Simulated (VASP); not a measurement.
Band structure of NbC (rock salt). Computed with PW91 GGA, VASP's PBE PAW potentials (set 64) (plane waves; VASP).

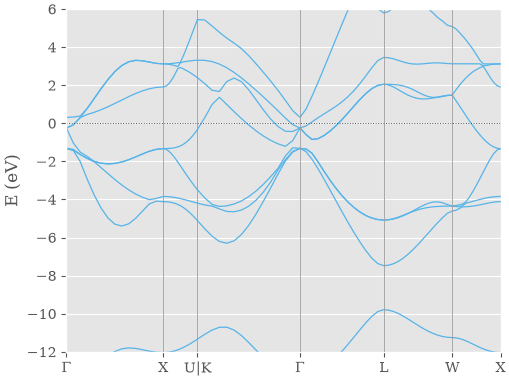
Bands along high-symmetry lines, zero at the valence-band maximum or, without a gap, the Fermi level

Q: Read the plot: is there a gap, and where are the band edges?

A: It has no gap at this level: it comes out as a metal or semimetal. (Edges off the drawn lines would not show.)

The compound is NbC in the rock salt structure. It was relaxed first. The electron count is odd and the run is not spin-polarised, which forces a metal.
